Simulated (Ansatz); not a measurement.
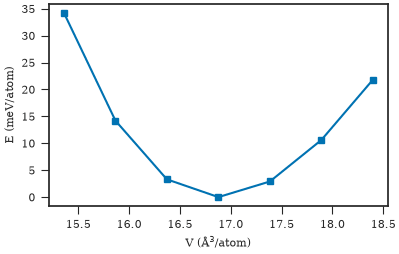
Mg2Rh (MoSi2 or CaC2 type, I4/mmm) under volume change, DFT-r²SCAN in the program Ansatz with PAW potentials, shape and atoms relaxed at each volume.

**Question.** What does a third-order Birch–Murnaghan fit give for V₀, B₀ and B′?

**Answer.** V₀ = 16.88 Å³/atom, B₀ = 62.8 GPa, B′ = 6.5.

The first step of the workflow began from a Materials Project structure, measured or hypothetical; the Crystallography Open Database copy checked does not list it. Whether it is the stable phase at ambient conditions was not checked. The r²SCAN relaxation kept the symmetry of its start; whether a distortion lowers the energy is not shown. No spin polarisation was allowed.

Potentials: the later of the program's two PAW sets.
